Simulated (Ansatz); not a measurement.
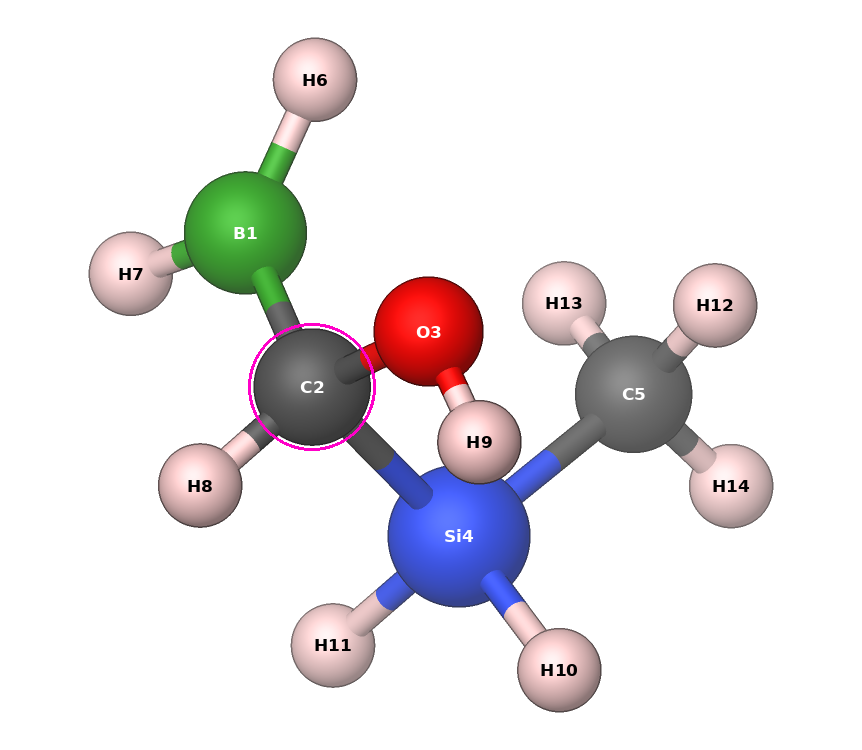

Atoms fade into the background with distance from the viewer. Circles mark the stereogenic atoms. The computed structure is the end point of a PBE0-D4/def2-TZVP optimisation. No frequency run is at hand to confirm it as a minimum.

What are the Cahn–Ingold–Prelog descriptors?

Answer. C2: R (priorities Si4 > O3 > B1 > H8).

Give a SMILES with the stereochemistry.

Answer. B[C@H](O)[SiH2]C
